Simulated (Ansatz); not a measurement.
# Resistivity from frozen vibrations: Pb(111) with 4 thermally displaced layers, 2x2

Wanted: the phonon-limited resistivity of Pb at 80 K by the Landauer route. The measured value for the pure metal at this temperature is 4.9 µΩ cm (CRC Handbook of Chemistry and Physics, 84th ed., 2003, Electrical Resistivity of Pure Metals).

Program: Ansatz 0.2.0. Level of theory: Ansatz plane-wave DFT, PBE, PAW files; ballistic transport by layer matching (Landauer), zero bias; PAW set soft_1. Results are calculated unless marked as measured.

## (1) Starting point

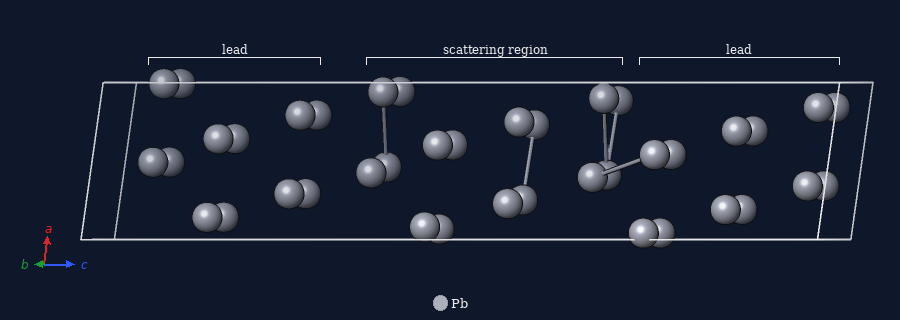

Start, viewed from the side, with the c axis across the page; lead light grey. Bonds to atoms that aren't drawn are left out.

The cell holds 40 atoms: 40 Pb. Its edges and angles: a = 7.001 Å, b = 7.001 Å, c = 28.655 Å, α = 93.5°, β = 86.5°, γ = 120.0°. It derives from Pb. Regions: lead, 24 atoms (24 Pb); scattering region, 16 atoms (16 Pb). The structure is stacked along c, and the current runs across the ab planes.

## (2) With 4 displaced layers

Each atom of 4 layers is moved at random, by amounts drawn from a normal law 0.073 Å wide in each direction from the Debye model (105 K) at 80 K. The layers about the cell's end stay perfect and serve as the lead. Disorder leaves little or no symmetry, which makes such runs dear. Energies from -0.05 to 0.05 eV in steps of 0.05 eV are too few for the program's thermal sum, so it prints no conductance; for a metal the transmission near the Fermi level serves, at a fraction of the cost.

Contents of input.yaml:

```yaml
crystal:
  lattice:
    - [7.0014885046, 0.0, 0.0]
    - [-3.5007442523, 6.0634669093, 0.0]
    - [1.7503721261, -1.0105778182, 28.583457127]
  atoms:
    - { symbol: Pb, position: [0.9916666667, 0.0083333333, 0.05] }
    - { symbol: Pb, position: [0.9916666667, 0.5083333333, 0.05] }
    - { symbol: Pb, position: [0.4916666667, 0.0083333333, 0.05] }
    - { symbol: Pb, position: [0.4916666667, 0.5083333333, 0.05] }
    - { symbol: Pb, position: [0.1416666667, 0.3583333333, 0.15] }
    - { symbol: Pb, position: [0.1416666667, 0.8583333333, 0.15] }
    - { symbol: Pb, position: [0.6416666667, 0.3583333333, 0.15] }
    - { symbol: Pb, position: [0.6416666667, 0.8583333333, 0.15] }
    - { symbol: Pb, position: [0.2916666667, 0.2083333333, 0.25] }
    - { symbol: Pb, position: [0.2916666667, 0.7083333333, 0.25] }
    - { symbol: Pb, position: [0.7916666667, 0.2083333333, 0.25] }
    - { symbol: Pb, position: [0.7916666667, 0.7083333333, 0.25] }
    - { symbol: Pb, position: [0.9419099133, 0.0570145929, 0.3516366918] }
    - { symbol: Pb, position: [0.9393803941, 0.5520339187, 0.3509241079] }
    - { symbol: Pb, position: [0.4612764704, 0.0694434638, 0.3482015038] }
    - { symbol: Pb, position: [0.4246920305, 0.5508420881, 0.3501056145] }
    - { symbol: Pb, position: [0.0666215079, 0.4051667748, 0.4468158962] }
    - { symbol: Pb, position: [0.0808829181, 0.9016416931, 0.4491916497] }
    - { symbol: Pb, position: [0.6022959052, 0.420838179, 0.4496715113] }
    - { symbol: Pb, position: [0.6017668238, 0.9004691778, 0.4508983343] }
    - { symbol: Pb, position: [0.2519758942, 0.2591492523, 0.5480998812] }
    - { symbol: Pb, position: [0.229198968, 0.7529127092, 0.5505627402] }
    - { symbol: Pb, position: [0.7299407546, 0.2557454875, 0.5495930777] }
    - { symbol: Pb, position: [0.748451185, 0.761070789, 0.5509082058] }
    - { symbol: Pb, position: [0.8837303494, 0.1071057507, 0.6520035616] }
    - { symbol: Pb, position: [0.8990191002, 0.5938096867, 0.653869049] }
    - { symbol: Pb, position: [0.4103024324, 0.1178587604, 0.6506758542] }
    - { symbol: Pb, position: [0.3963391324, 0.6267336707, 0.6550097208] }
    - { symbol: Pb, position: [0.0416666667, 0.4583333333, 0.75] }
    - { symbol: Pb, position: [0.0416666667, 0.9583333333, 0.75] }
    - { symbol: Pb, position: [0.5416666667, 0.4583333333, 0.75] }
    - { symbol: Pb, position: [0.5416666667, 0.9583333333, 0.75] }
    - { symbol: Pb, position: [0.1916666667, 0.3083333333, 0.85] }
    - { symbol: Pb, position: [0.1916666667, 0.8083333333, 0.85] }
    - { symbol: Pb, position: [0.6916666667, 0.3083333333, 0.85] }
    - { symbol: Pb, position: [0.6916666667, 0.8083333333, 0.85] }
    - { symbol: Pb, position: [0.8416666667, 0.1583333333, 0.95] }
    - { symbol: Pb, position: [0.8416666667, 0.6583333333, 0.95] }
    - { symbol: Pb, position: [0.3416666667, 0.1583333333, 0.95] }
    - { symbol: Pb, position: [0.3416666667, 0.6583333333, 0.95] }
kpoints:
  mp_grid: { grid: [4, 4, 1] }
hamiltonian:
  xc: pbe
  pseudopotentials: { kind: paw, azcp: { folder: soft_1 } }
scf:
  occupations: { method: fermi_dirac, width: 0.1 }
output:
  transmission: { leads: [[0, 4]], kmesh: [8, 8], e_range: [-0.05, 0.05], de: 0.05 }
  write_potential: true
  write_density: true
  volumetric_format: npy
  elf: true
```

Launch:

```console
$ ansatz run input.yaml --threads 4 --pin off --max-ram 15360MiB --backend cpu --events-out ev --progress --plain --runs-dir out
```

Numbers of over 12 decimals in the logs are rounded to 6 here.

Log:

```text
Engine: ansatz 0.2.0, x86_64-unknown-linux-gnu
Pseudopotentials: kind: paw
Pseudopotential: Pb, paw, valence charge 14, recommended cutoff 420 eV (normal), soft_1/Pb.paw.azcp
Functional definition: PBE
  parameter kappa = 0.804
  parameter beta = 0.066725
  exchange = pbe_x(kappa = kappa, mu = beta*pi^2/3)
  correlation = pbe_c(beta = beta)
Crystal: 40 atoms, lattice volume = 1213.462 Å³
Basis set: ecut = 420 eV, 23733 PW (Γ)
Bands: 336, of which v1, the nominal top of the filled ones, is band 280 counted from 1 (279 counted from 0)
Symmetry: 1 space group operations
Space group: P1 (ITA 1), of the structure as read, at distance tolerance 1.1e-4 Å
k-points: 10 of 16 (time reversal used)
Non-local potential: Pb, projectors of the file, l = 0: 2, l = 1: 2, l = 2: 2, l = 3: 1
PAW form: soft (Blöchl's): semilocal exchange-correlation on the pseudo side does not see the compensation charge
PAW one-centre angular grid: Pb, 590 points (default); XC on 64 Gauss nodes
Initial density: superposition of atomic densities (chi_scale 0.1, normalization cell)
Initial wavefunctions: pseudopotential atomic-orbital guess
Functional: x = pbe(κ = 0.804, μ = 0.219515), c = pbe(β = 0.066725)
SCF iter   1: F=—  HF=-476353.434681 eV  |F-HF|=—  |Δ(HF+E_count)|=         —  Δρ=7.83e-3  dr2=1.18e0  ethr=3.10e-3  ⟨swp⟩=7.3  Hψ=13737  notcnv=0  defer=23
preconditioner: auto → Kerker (q_TF=auto, 2.398 Å⁻¹)  [metal: Δε(μ)=0.004 eV  Ē_g=15.676 eV  σ=0.100 eV  W_gap=0.01  n_scr=292 (ndim 8)  ℏωp=25.2 eV  f_vac=0.000  D(μ)=19.88/eV (n_scr^D=90)]
SCF iter   2: F=—  HF=-476353.159860 eV  |F-HF|=—  |Δ(HF+E_count)|=   2.75e-1  Δρ=4.84e-3  dr2=4.46e-1  ethr=2.11e-4  ⟨swp⟩=2.1  Hψ=6389  notcnv=0  defer=61
SCF iter   3: F=—  HF=-476353.034254 eV  |F-HF|=—  |Δ(HF+E_count)|=   1.26e-1  Δρ=1.29e-3  dr2=2.30e-2  ethr=7.97e-5  ⟨swp⟩=3.0  Hψ=6042  notcnv=0  defer=61
SCF iter   4: F=—  HF=-476353.034280 eV  |F-HF|=—  |Δ(HF+E_count)|=   2.59e-5  Δρ=1.94e-4  dr2=3.69e-4  ethr=4.11e-6  ⟨swp⟩=2.2  Hψ=6036  notcnv=0  defer=61
SCF iter   5: F=—  HF=-476353.034430 eV  |F-HF|=—  |Δ(HF+E_count)|=   1.51e-4  Δρ=4.54e-5  dr2=2.52e-5  ethr=6.59e-8  ⟨swp⟩=3.0  Hψ=6970  notcnv=0  defer=61
SCF iter   6: F=—  HF=-476353.035457 eV  |F-HF|=—  |Δ(HF+E_count)|=   1.03e-3  Δρ=8.41e-6  dr2=3.99e-6  ethr=4.51e-9  ⟨swp⟩=2.0  Hψ=4037  notcnv=0  defer=61
SCF iter   7: F=—  HF=-476353.035456 eV  |F-HF|=—  |Δ(HF+E_count)|=   8.13e-8  Δρ=3.72e-6  dr2=6.89e-7  ethr=7.13e-10  ⟨swp⟩=2.0  Hψ=3788  notcnv=0  defer=61
SCF iter   8: F=-476353.035456 eV  HF=-476353.035456 eV  |F-HF|=4.19e-8  |Δ(HF+E_count)|=   4.86e-8  Δρ=1.18e-6  dr2=5.91e-8  ethr=1.79e-11  ⟨swp⟩=9.8  Hψ=16629  notcnv=0
SCF 1 converged in 8 iterations: F = -476353.035456 eV  dr2 = 5.91e-8
  greatest PAW one-centre occupation: 0.978 electrons in one spin orbital (limit 2), on the Pb atom at site 20 (counted from 0), in its partial waves of l = 2
transmission: 129 of 1224 steps passed
transmission: 246 of 1224 steps passed
[...]
transmission: 1224 of 1224 steps passed
SCF converged after 8 iterations
Free energy (F): -476353.035456 eV
Harris-Foulkes:  -476353.035456 eV  (|F-HF|=4.19e-8)
Internal energy: -476352.389291 eV  (E = F + TS)
E sigma→0 (E₀):  -476352.712374 eV
Entropy (-TS):   -0.646165 eV (-16.154 meV/atom)
Fermi energy:    11.144398 eV
--- Per-component energies (eV) ---
  E_band       = -1360.066149
  E_kinetic    = 11738.896033
  E_local      = -39234.195729  (includes V_loc(G=0)·N_el)
  E_nonlocal   = 12205.295994
  E_hartree    = 15119.640030
  E_xc         = -8240.213372
  E_vxc        = -5530.140113  (∫ρ·V_xc dr)
  E_paw        = -415722.222675  (= ΣΔE_a)
  E_vpaw       = -10779.214060  (= ΣTr[D̂ρ^β])
  E_aug_tail   = -0.000261  (compensation charges beyond the density's cutoff)
  E_ewald      = -52219.589310
  E_smearing   = -0.646165  (= −TS)
  E_closure    = 0.000000  (closes the sum)
  Σ components = -476353.035456   (vs F -476353.035456, Δ=0.00e0)
--- Band table (eV; the first three rows and the last of 10) ---
  k-point 0: bands = [... 276 lower, 11.6207, 11.6372, 11.7097, 11.7335, 11.7699, 12.1546, 12.1649, 12.2012, ... 52 higher]
  k-point 1: bands = [... 276 lower, 10.7716, 10.8138, 10.9722, 11.0908, 11.6411, 11.7055, 11.8309, 11.8443, ... 52 higher]
  k-point 2: bands = [... 276 lower, 10.9805, 10.9969, 11.1173, 11.1510, 11.2304, 11.2683, 11.4362, 11.4880, ... 52 higher]
  k-point 9: bands = [... 276 lower, 11.0143, 11.0590, 11.1540, 11.2316, 11.3290, 11.3949, 11.4248, 11.4407, ... 52 higher]
--- Transmission ---
  basis      : 367 plane waves across, 36 finite elements along
  points     : 34, standing for a mesh of 8 x 8
  energies   : 3 from -0.050000 to 0.050000 eV about the Fermi level, 0.050000 eV apart; the leads are filled to 0.000000 eV, and channels, transmission and decay are at 0.000000 eV
  crystal 0  : Pb4, at the sites [0, 4], period 2.8583 Å, over 17.15 Å; its Hamiltonian steps by up to 6.5 meV
    offset         : up to 0.0000 Å between an atom of the period and one for which it stands
    channels       : 4.890625e0 a spin
    conductance    : none, the energies end too early or step too widely for 300 K: set another output.transmission.e_range or a lower de, or, where they end at an eighth of basis.ecutwfc, a higher one
  junction   : crystal 0 to crystal 0, 2.86 to 28.58 Å
    transmission   : 4.539403e0 a spin
    conductance    : none, the energies end too early or step too widely for 300 K: set another output.transmission.e_range or a lower de, or, where they end at an eighth of basis.ecutwfc, a higher one
```

Elapsed: 8.6 min, on 4 threads of Intel Xeon Platinum 8375C at 2.90GHz (Ice Lake), shared host; peak memory 7.7 GiB; 29 min of CPU time.

In the SCF lines HF is the Harris–Foulkes energy and dr2 the Hartree energy of the density residual, in eV; the loop may stop once dr2 is under the threshold and the program's other checks hold. Hψ counts applications of the Hamiltonian.

Numbers from this step:

* free energy: -476353.0355 eV
* energy at zero smearing: -476352.7124 eV
* Fermi energy: 11.14 eV
* cell area: 42.45 Å²
* transmission at the energy nearest the Fermi level, one spin: 4.539
* channels at the energy nearest the Fermi level, one spin: 4.891
* step of the lead's Hamiltonian: 6.5 meV

Per spin. Table of transmission, zone mean by energy, zero at the Fermi level:

| energy (eV) | transmission, zone mean |
| --- | --- |
| -0.0500 | 4.39 |
| 0.0000 | 4.54 |
| 0.0500 | 4.75 |

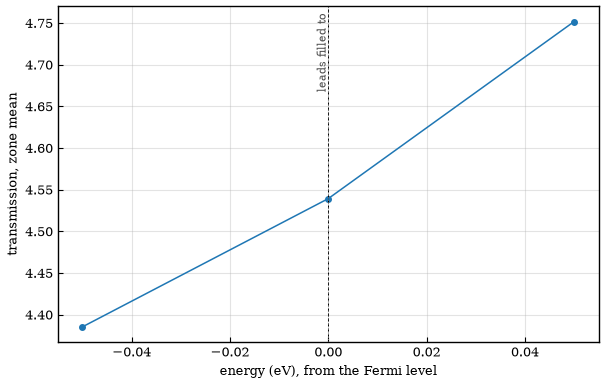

Transmission, zone mean against energy.

Per spin. Open channels, zone mean, lead against energy, zero at the Fermi level:

| energy (eV) | open channels, zone mean, lead |
| --- | --- |
| -0.0500 | 4.70 |
| 0.0000 | 4.89 |
| 0.0500 | 5.17 |

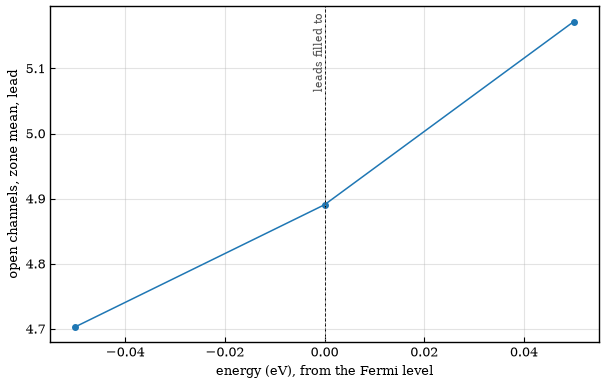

Open channels, zone mean, lead, plotted against energy.

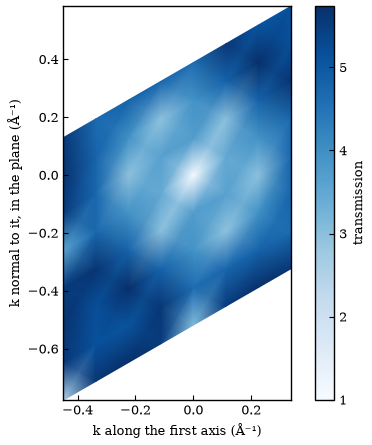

Transmission over k1 and k2. At 0.0000 eV from the Fermi level.

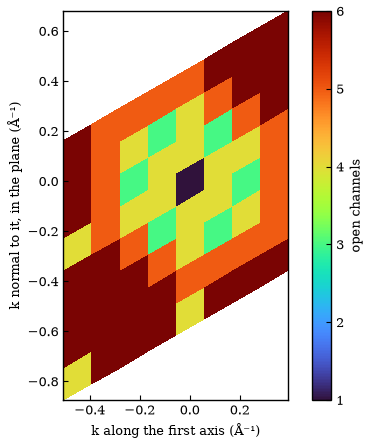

Open channels over k1 and k2. At 0.0000 eV from the Fermi level.

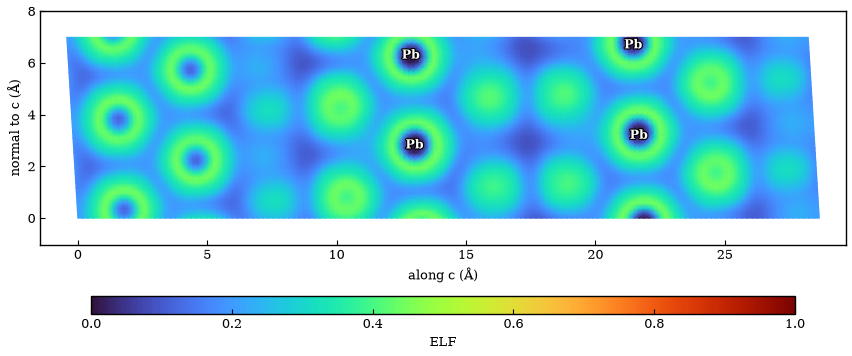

ELF in the cb plane at fractional x = 0.067, with atoms of Pb within 0.2 Å of it. It is the smooth field of the valence electrons, not physical close to the nuclei.

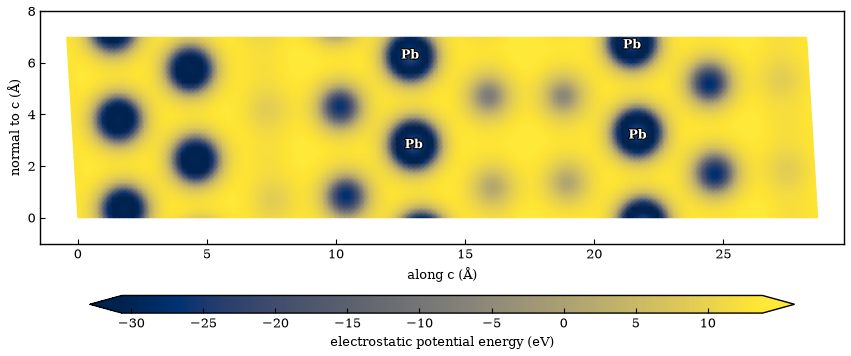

Electrostatic potential energy in the cb plane at fractional x = 0.067, with atoms of Pb within 0.2 Å of it. With pseudopotentials it is smooth inside the atoms' cores, unlike the true potential.

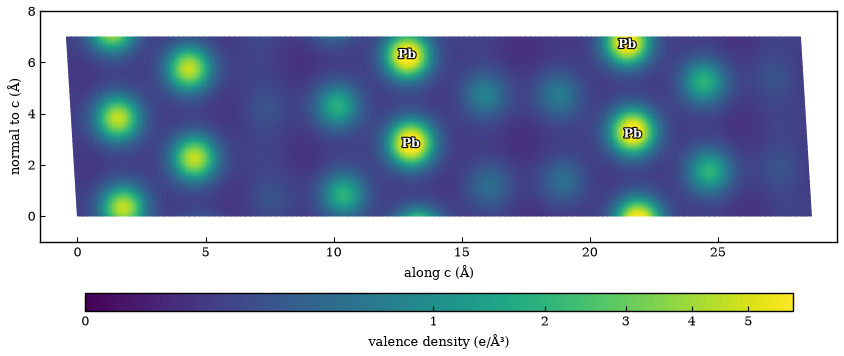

Valence density in the cb plane at fractional x = 0.067, with atoms of Pb within 0.2 Å of it. It is the smooth field of the valence electrons, not physical close to the nuclei. The colour scale is stretched toward low values.

Over the solved energies the transmission per spin lies between 4.39 and 4.75, out of 4.92 channels of the lead on average (up to 5.17).

(Continued in part 2 of 2.)

[Logs are printed without paths, hosts, clocks, repeated set-up lines and the standing remarks that a program may print on its own settings, such as how far it seeks lower states.]

[Hosts, paths, dates, database ids (printed as entryN), source tags and the programs' standing remarks are cut or masked in the printed files.]
